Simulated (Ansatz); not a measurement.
## Geometry relaxation, with input and output: BNH4Cl2 (part 1 of 2)

BNH4Cl2, computed with RKS PBE/def2-SVP (Ansatz 0.2.0).

It belongs to a series of runs on one base structure; here: end point B relaxed. Figures and captions count atoms from 1; the log counts them from 0 in places.

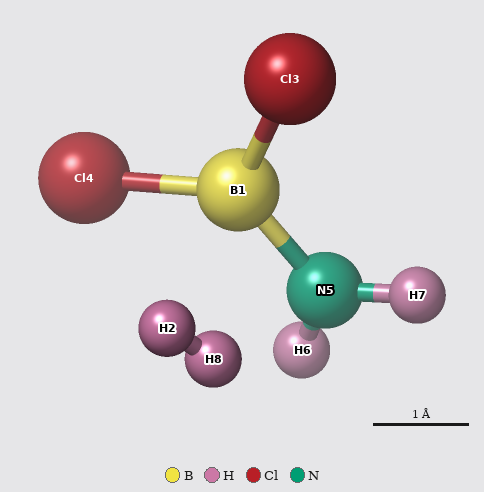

*The structure as given in the input (ball-and-stick view, seen at a tilt; atoms are numbered from 1 in the order of the input).*

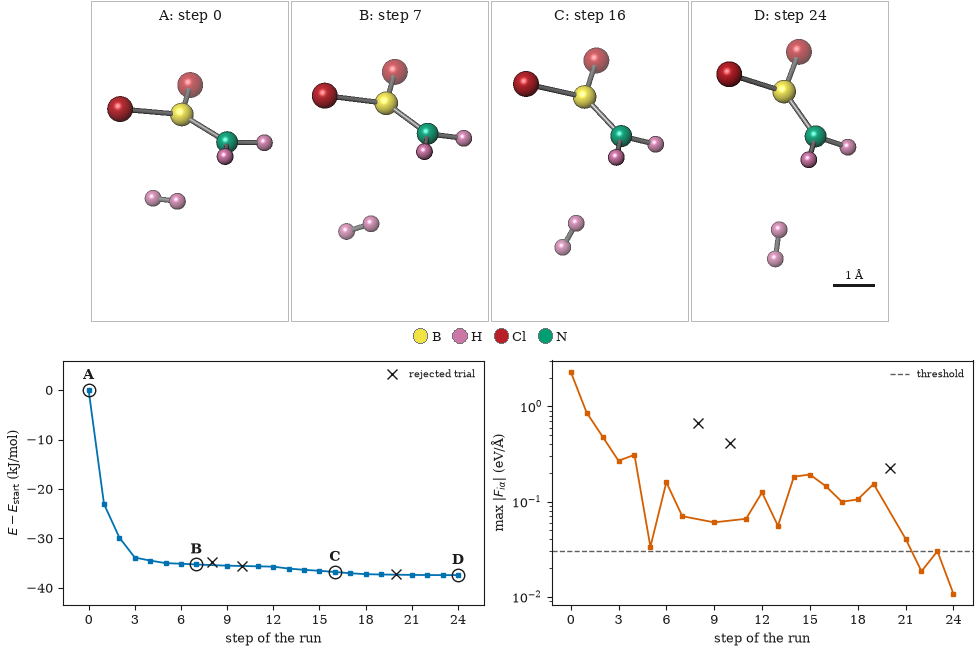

*Frames of the relaxation (ball-and-stick view, seen at a tilt) above the curves, on which the letters mark them (the first geometry is step 0 here and step 1 in the log).*

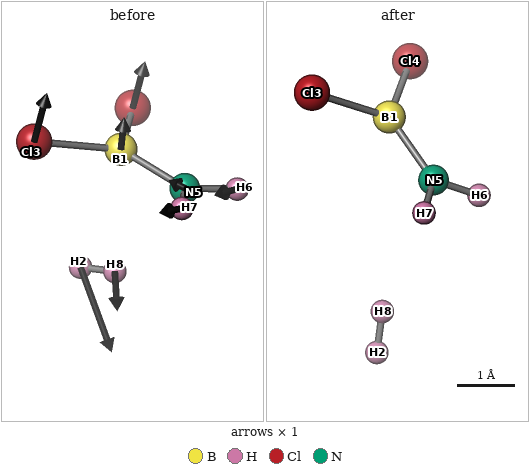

*Before (left) and after (right) the relaxation, at one scale (ball-and-stick view, seen at a tilt). The black arrows give the displacements, at true length.*

Over 24 geometry steps the energy falls by 37.4 kJ/mol. Largest force component: 2.3 eV/Å at the start, 0.011 eV/Å at the end. The line search rejected the trial steps at points 8, 10, 20 (counted from 0) and went back. The atom that moves furthest after the best rigid fit is H2 (1.61 Å). Largest moves by element: H 1.61 Å, Cl 0.97 Å, B 0.60 Å, N 0.36 Å. Distances before and after: B1–N5 1.473 → 1.400 Å, H2–H8 0.722 → 0.770 Å, B1–Cl3 1.768 → 1.776 Å. (Atoms are counted from 1 in the order of the input.)

The input that produced these results follows, with the program's output.

The input:
```yaml
crystal:
  periodic: [false, false, false]
  atoms:
    - { symbol: B, position_ang: [0.084176, -0.631934, -0.313491] }
    - { symbol: H, position_ang: [-0.148197, 0.401019, 1.843396] }
    - { symbol: Cl, position_ang: [1.593685, 0.25291, -0.565851] }
    - { symbol: Cl, position_ang: [-1.450633, 0.029936, -0.887958] }
    - { symbol: "N", position_ang: [0.109414, -1.952682, 0.338438] }
    - { symbol: H, position_ang: [-0.725816, -2.534737, 0.414112] }
    - { symbol: H, position_ang: [0.983016, -2.40975, 0.603055] }
    - { symbol: H, position_ang: [-0.129844, -0.318362, 1.8957] }
basis:
  gaussian: { orbitals: def2-SVP }
hamiltonian:
  xc: pbe
relax:
  f_tol: 0.03
  max_steps: 50
```

Run as:
```bash
ansatz run input.yaml --threads 2 --pin off --max-ram 3072MiB --backend cpu --events-out ev --progress --plain --runs-dir out
```

What the program printed:
```
The last accepted step is kept in [file] (removed where the run ends without a failure and the disk answers)
Engine: ansatz 0.2.0, aarch64-unknown-linux-gnu
Functional definition: PBE
  parameter kappa = 0.804
  parameter beta = 0.06672455060314922
  exchange = pbe_x(kappa = kappa, mu = beta*pi^2/3)
  correlation = pbe_c(beta = beta)
948 factors; their error is unknown
mean field evaluation 1: about -27249.6524 eV, gradient 5.8e1 eV
mean field evaluation 2: about -27222.0425 eV, gradient 1.1e2 eV
mean field evaluation 4: about -27256.4178 eV, gradient 7.9e0 eV
mean field evaluation 8: about -27256.5382 eV, gradient 1.5e-1 eV
mean field evaluation 16: about -27256.5383 eV, gradient 2.8e-5 eV
mean field -27256.53828076 eV, -1001.6593066725 hartree, gradient 2.8e-5 eV, S^2 0.000000; 0 other end points of the search recorded, 0 dependent functions left out
the calculation of the forces begins
reference -27256.53830950 eV, -1001.6593077287 hartree; 25, 25 occupied and 59, 59 virtual orbitals, 948 factors
relax step   1: F+E_penalty+E_count = -27256.53828076 eV  Δ(F+E_penalty+E_count) = +0.000e0 eV  max|allowed force component| = 2.320e0 eV/Å  Δτ_max = 0.0000 Å  (26 SCF iters, accepted)
these checks for a lower state are left out or cut short: starts, cluster_reference, orbital_swaps, neighbouring_geometries, increment
948 factors; their error is unknown
mean field -27256.77705701 eV, -1001.6680815379 hartree, gradient 1.1e-5 eV, S^2 0.000000; 0 other end points of the search recorded, 0 dependent functions left out
[... from here on the field's lines of each further geometry are left out, up to the last ...]
relax step   2: F+E_penalty+E_count = -27256.77705701 eV  Δ(F+E_penalty+E_count) = -2.388e-1 eV  max|allowed force component| = 8.619e-1 eV/Å  Δτ_max = 0.1949 Å  (28 SCF iters, accepted)
relax step   3: F+E_penalty+E_count = -27256.84745119 eV  Δ(F+E_penalty+E_count) = -7.039e-2 eV  max|allowed force component| = 4.819e-1 eV/Å  Δτ_max = 0.1949 Å  (28 SCF iters, accepted)
relax step   4: F+E_penalty+E_count = -27256.88908595 eV  Δ(F+E_penalty+E_count) = -4.163e-2 eV  max|allowed force component| = 2.684e-1 eV/Å  Δτ_max = 0.1931 Å  (27 SCF iters, accepted)
relax step   5: F+E_penalty+E_count = -27256.89548923 eV  Δ(F+E_penalty+E_count) = -6.403e-3 eV  max|allowed force component| = 3.097e-1 eV/Å  Δτ_max = 0.1060 Å  (28 SCF iters, accepted)
relax step   6: F+E_penalty+E_count = -27256.90079168 eV  Δ(F+E_penalty+E_count) = -5.302e-3 eV  max|allowed force component| = 3.351e-2 eV/Å  Δτ_max = 0.1242 Å  (27 SCF iters, accepted)
relax step   7: F+E_penalty+E_count = -27256.90210645 eV  Δ(F+E_penalty+E_count) = -1.315e-3 eV  max|allowed force component| = 1.597e-1 eV/Å  Δτ_max = 0.0766 Å  (27 SCF iters, accepted)
relax step   8: F+E_penalty+E_count = -27256.90366098 eV  Δ(F+E_penalty+E_count) = -1.555e-3 eV  max|allowed force component| = 7.025e-2 eV/Å  Δτ_max = 0.0601 Å  (27 SCF iters, accepted)
relax step   9: F+E_penalty+E_count = -27256.89834817 eV  Δ(F+E_penalty+E_count) = +5.313e-3 eV  max|allowed force component| = 6.628e-1 eV/Å  Δτ_max = 0.1328 Å  (27 SCF iters, rejected (line search))
relax step  10: F+E_penalty+E_count = -27256.90617033 eV  Δ(F+E_penalty+E_count) = -2.509e-3 eV  max|allowed force component| = 6.052e-2 eV/Å  Δτ_max = 0.0661 Å  (27 SCF iters, accepted)
relax step  11: F+E_penalty+E_count = -27256.90608653 eV  Δ(F+E_penalty+E_count) = +8.380e-5 eV  max|allowed force component| = 4.089e-1 eV/Å  Δτ_max = 0.0995 Å  (27 SCF iters, rejected (line search))
relax step  12: F+E_penalty+E_count = -27256.90750525 eV  Δ(F+E_penalty+E_count) = -1.335e-3 eV  max|allowed force component| = 6.600e-2 eV/Å  Δτ_max = 0.0496 Å  (27 SCF iters, accepted)
relax step  13: F+E_penalty+E_count = -27256.90824385 eV  Δ(F+E_penalty+E_count) = -7.386e-4 eV  max|allowed force component| = 1.250e-1 eV/Å  Δτ_max = 0.0489 Å  (27 SCF iters, accepted)
relax step  14: F+E_penalty+E_count = -27256.91223158 eV  Δ(F+E_penalty+E_count) = -3.988e-3 eV  max|allowed force component| = 5.553e-2 eV/Å  Δτ_max = 0.0750 Å  (27 SCF iters, accepted)
relax step  15: F+E_penalty+E_count = -27256.91485298 eV  Δ(F+E_penalty+E_count) = -2.621e-3 eV  max|allowed force component| = 1.826e-1 eV/Å  Δτ_max = 0.1084 Å  (27 SCF iters, accepted)
relax step  16: F+E_penalty+E_count = -27256.91691094 eV  Δ(F+E_penalty+E_count) = -2.058e-3 eV  max|allowed force component| = 1.926e-1 eV/Å  Δτ_max = 0.0854 Å  (27 SCF iters, accepted)
relax step  17: F+E_penalty+E_count = -27256.91934997 eV  Δ(F+E_penalty+E_count) = -2.439e-3 eV  max|allowed force component| = 1.453e-1 eV/Å  Δτ_max = 0.0835 Å  (27 SCF iters, accepted)
relax step  18: F+E_penalty+E_count = -27256.92201137 eV  Δ(F+E_penalty+E_count) = -2.661e-3 eV  max|allowed force component| = 9.975e-2 eV/Å  Δτ_max = 0.0866 Å  (27 SCF iters, accepted)
relax step  19: F+E_penalty+E_count = -27256.92398550 eV  Δ(F+E_penalty+E_count) = -1.974e-3 eV  max|allowed force component| = 1.052e-1 eV/Å  Δτ_max = 0.1029 Å  (25 SCF iters, accepted)
relax step  20: F+E_penalty+E_count = -27256.92462822 eV  Δ(F+E_penalty+E_count) = -6.427e-4 eV  max|allowed force component| = 1.532e-1 eV/Å  Δτ_max = 0.0810 Å  (27 SCF iters, accepted)
relax step  21: F+E_penalty+E_count = -27256.92304486 eV  Δ(F+E_penalty+E_count) = +1.583e-3 eV  max|allowed force component| = 2.233e-1 eV/Å  Δτ_max = 0.0745 Å  (26 SCF iters, rejected (line search))
relax step  22: F+E_penalty+E_count = -27256.92551488 eV  Δ(F+E_penalty+E_count) = -8.867e-4 eV  max|allowed force component| = 4.079e-2 eV/Å  Δτ_max = 0.0274 Å  (27 SCF iters, accepted)
relax step  23: F+E_penalty+E_count = -27256.92576582 eV  Δ(F+E_penalty+E_count) = -2.509e-4 eV  max|allowed force component| = 1.854e-2 eV/Å  Δτ_max = 0.0365 Å  (27 SCF iters, accepted)
relax step  24: F+E_penalty+E_count = -27256.92592240 eV  Δ(F+E_penalty+E_count) = -1.566e-4 eV  max|allowed force component| = 3.017e-2 eV/Å  Δτ_max = 0.0535 Å  (27 SCF iters, accepted)
the calculation of the forces begins
reference -27256.92598300 eV, -1001.6735544673 hartree; 25, 25 occupied and 59, 59 virtual orbitals, 948 factors
relax step  25: F+E_penalty+E_count = -27256.92595136 eV  Δ(F+E_penalty+E_count) = -2.896e-5 eV  max|allowed force component| = 1.080e-2 eV/Å  Δτ_max = 0.0127 Å  (28 SCF iters, accepted)
948 factors; their error is unknown
mean field evaluation 192: about -27256.9668 eV, gradient 3.0e-1 eV
mean field -27256.92595136 eV, -1001.6735533045 hartree, gradient 1.7e-5 eV, S^2 0.000000; 1 other end points of the search recorded, 0 dependent functions left out
the calculation of the forces begins
reference -27256.92598300 eV, -1001.6735544673 hartree; 25, 25 occupied and 59, 59 virtual orbitals, 948 factors
Total energy: -27256.92598300 eV, -1001.6735544673 hartree
Atom 0 at     0.152388    -0.826836    -0.904360 Å, force     0.000133    -0.001307     0.007722 eV/Å
Atom 1 at    -0.277830     0.027627     3.314836 Å, force     0.001047    -0.003730    -0.010802 eV/Å
Atom 2 at     1.709329    -0.211126    -1.495797 Å, force    -0.004005    -0.002683     0.001251 eV/Å
Atom 3 at    -1.341494    -0.420706    -1.773816 Å, force     0.002281    -0.001376     0.000649 eV/Å
Atom 4 at     0.102842    -1.628064     0.242758 Å, force     0.000408     0.003432    -0.007264 eV/Å
Atom 5 at    -0.769218    -2.015307     0.603522 Å, force    -0.000161     0.001485    -0.001749 eV/Å
Atom 6 at     0.940229    -1.897753     0.759070 Å, force     0.001364     0.000533    -0.000374 eV/Å
Atom 7 at    -0.200445    -0.191435     2.581187 Å, force    -0.001068     0.003647     0.010568 eV/Å
Dipole moment:    -0.015995    -0.361973     0.446239 e Å
```

Trajectory as extended XYZ (Å, eV, eV/Å), 25 frames, from step=1 to step=25:
```
8
Properties=species:S:1:pos:R:3:forces:R:3 step=1 energy=-27256.53828
B     0.0842   -0.6319   -0.3135    0.0867  -2.3197   0.7687
H    -0.1482    0.4010    1.8434   -0.0905   2.0179   0.2131
Cl    1.5937    0.2529   -0.5659    0.0187  -0.0025  -0.0192
Cl   -1.4506    0.0299   -0.8880   -0.0225   0.0073  -0.0131
N     0.1094   -1.9527    0.3384    0.0089   1.7705  -1.2941
H    -0.7258   -2.5347    0.4141    0.0216   0.0637  -0.0103
H     0.9830   -2.4097    0.6031   -0.0261   0.0580  -0.0210
H    -0.1298   -0.3184    1.8957    0.0034  -1.5953   0.3757
8
Properties=species:S:1:pos:R:3:forces:R:3 step=2 energy=-27256.77706
B     0.0994   -0.7134   -0.4050   -0.0203  -0.8619   0.7271
H    -0.1692    0.5179    1.9978   -0.0226   0.1319   0.1747
Cl    1.5942    0.2222   -0.5759    0.0536  -0.0706  -0.1576
Cl   -1.4461    0.0032   -0.8916   -0.0111  -0.0686  -0.1610
N     0.1220   -1.9874    0.2421    0.0113   0.7038  -0.6107
H    -0.7252   -2.5413    0.3905    0.1105   0.0810  -0.0438
H     0.9877   -2.4170    0.5770   -0.1006   0.0584  -0.0731
H    -0.1469   -0.2478    1.9925   -0.0210   0.0261   0.1444
8
Properties=species:S:1:pos:R:3:forces:R:3 step=3 energy=-27256.84745
B     0.0979   -0.7194   -0.3909    0.0573  -0.2397  -0.3993
H    -0.1911    0.5897    2.1777    0.0037  -0.4077   0.0637
Cl    1.6120    0.1688   -0.6815   -0.0711  -0.0064   0.1004
Cl   -1.4361   -0.0475   -0.9916    0.0468   0.0059   0.1105
N     0.1285   -1.9965    0.1881   -0.0282  -0.0231   0.1603
H    -0.7211   -2.5450    0.3534    0.1660   0.1103  -0.0457
H     0.9931   -2.4231    0.5339   -0.1510   0.0788  -0.0807
H    -0.1673   -0.1906    2.1382   -0.0235   0.4819   0.0907
8
Properties=species:S:1:pos:R:3:forces:R:3 step=4 energy=-27256.88909
B     0.1114   -0.7664   -0.4991    0.0021  -0.2684   0.1387
H    -0.2119    0.6623    2.3530   -0.0009  -0.0651   0.0297
Cl    1.6208    0.1395   -0.7476   -0.0523  -0.0513  -0.0079
Cl   -1.4296   -0.0759   -1.0558    0.0585  -0.0408   0.0001
N     0.1340   -2.0195    0.1425   -0.0162   0.1884  -0.0561
H    -0.7171   -2.5592    0.3230    0.1370   0.0900  -0.0501
H     0.9966   -2.4381    0.5007   -0.1230   0.0647  -0.0778
H    -0.1884   -0.1063    2.3107   -0.0052   0.0825   0.0235
8
Properties=species:S:1:pos:R:3:forces:R:3 step=5 energy=-27256.89549
B     0.1134   -0.7818   -0.5187    0.0047   0.0000  -0.0266
H    -0.2208    0.6821    2.4567   -0.0030   0.0356   0.0250
Cl    1.6228    0.1177   -0.7846   -0.0141  -0.0321   0.0028
Cl   -1.4218   -0.0968   -1.0940    0.0105  -0.0253   0.0044
N     0.1338   -2.0187    0.1366    0.0171   0.3097  -0.1313
H    -0.7085   -2.5554    0.3110   -0.2255  -0.1481   0.0379
H     0.9919   -2.4353    0.4815    0.2103  -0.1083   0.0799
H    -0.1949   -0.0754    2.3389   -0.0001  -0.0315   0.0078
8
Properties=species:S:1:pos:R:3:forces:R:3 step=6 energy=-27256.90079
B     0.1178   -0.7920   -0.5670   -0.0011   0.0013   0.0011
H    -0.2253    0.7016    2.5448   -0.0009  -0.0100   0.0143
Cl    1.6300    0.0921   -0.8529    0.0247   0.0119  -0.0088
Cl   -1.4149   -0.1249   -1.1646   -0.0191   0.0026  -0.0130
N     0.1336   -2.0053    0.1281   -0.0058  -0.0335   0.0105
H    -0.7129   -2.5483    0.2997    0.0109   0.0105   0.0029
H     0.9955   -2.4246    0.4775   -0.0094   0.0076  -0.0021
H    -0.2079   -0.0621    2.4617    0.0008   0.0095  -0.0051
```
